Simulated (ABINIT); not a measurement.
Band structure of AlN (P6_3mc, 4 atoms in the cell).

```
CELL_PARAMETERS angstrom
      3.12859     0.00000     0.00000
     -1.56429     2.70944     0.00000
      0.00000     0.00000     5.01696
ATOMIC_POSITIONS crystal
  Al 0.66667 0.33333 0.49929
  Al 0.33333 0.66667 0.99929
  N  0.66667 0.33333 0.88071
  N  0.33333 0.66667 0.38071
```

Method: PBE, PAW (JTH v2.0 PBE PAW) (plane waves; ABINIT).

Settings: pseudos = [Al.GGA_PBE-JTH.xml, N.GGA_PBE-JTH.xml]; ecut = 26 Ha; pawecutdg = 52 Ha; pawxcdev = 0; occopt = 3; tsmear = 0.00073499 Ha; ngkpt = 10 10 6; nshiftk = 1; shiftk = 0 0 0; potentials = JTH v2.0 PBE PAW; kptopt = 1; nstep = 60; tolvrs1 = 1e-12.

The starting cell comes from a database of computed structures (which also holds hypothetical and non-ambient phases and stackings), without a prior relaxation at this level.

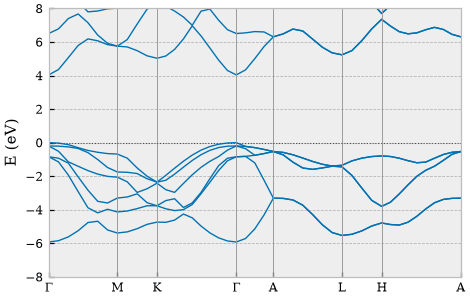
Figure: Bands along the path, energies from the top of the valence band on the SCF mesh.

Read off roughly the gap and where its edges lie.

The gap along the path is about 4.0 eV (computed: 4.04 eV), direct at Γ to within 0.01 eV.

Levels in eV from the top of the valence band on the SCF mesh, bands 5 to 12:
```csv
point,5,6,7,8,9,10,11,12
Γ,-0.84,-0.20,-0.20,0.00,4.04,6.51,10.46,11.02
M,-3.30,-2.06,-1.75,-0.68,5.75,5.75,8.02,10.15
K,-3.76,-2.42,-2.35,-2.35,5.03,8.28,9.55,9.55
A,-0.53,-0.53,-0.53,-0.53,6.31,6.31,10.16,10.16
L,-1.44,-1.44,-1.35,-1.35,5.24,5.24,9.14,9.14
H,-3.80,-3.80,-0.79,-0.79,7.35,7.35,7.70,7.70
```
